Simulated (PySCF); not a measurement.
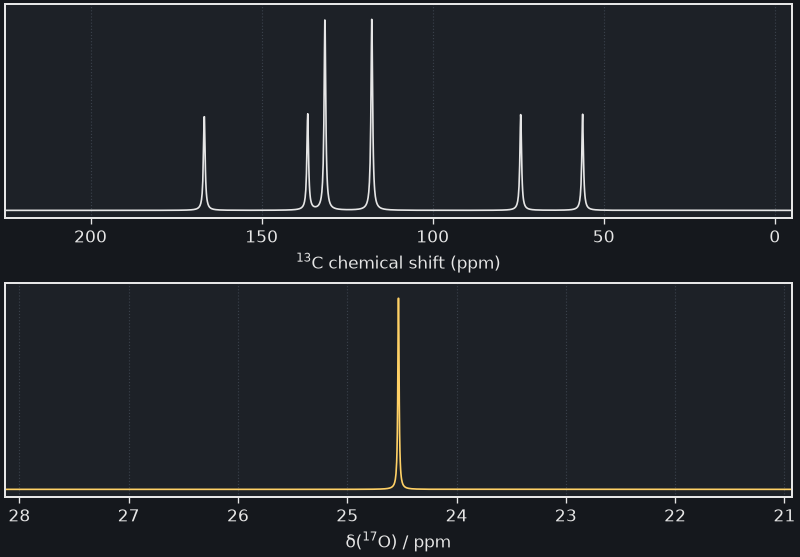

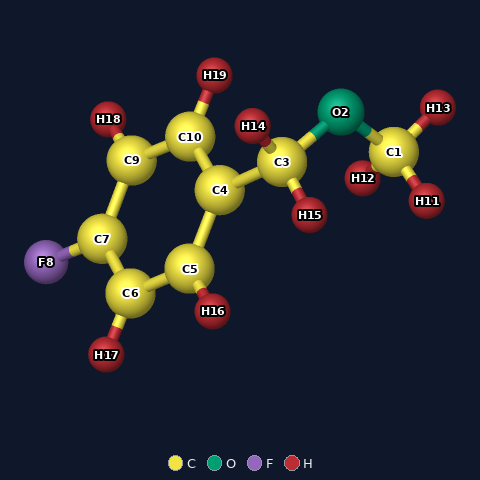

Spectrum and numbered structure of C₈H₉FO, SMILES COCc1ccc(F)cc1. GIAO shifts, B97-2/pcSseg-1, PySCF 2.14.0, at a PBE0-D3(BJ)/def2-SVP geometry (no frequency check), against TMS for ¹³C and H₂O for ¹⁷O computed at the same level (¹⁷O: a single water molecule, while the usual scale starts at liquid water and gives values some tens of ppm lower). Gas phase, fully decoupled, line heights follow the number of nuclei, widths are arbitrary (no quadrupolar broadening); values of one conformer, averaged over nuclei that symmetry or rotation about single bonds exchange, these motions taken as fast; other conformers aren't averaged in.

**Which ¹³C nuclei are the least shielded, and which the most?**

Least shielded: C7 at 166.8 ppm. Most shielded: C1 at 56.2 ppm.

**Where does the ¹⁷O line lie?**

At 24.5 ppm (O2).
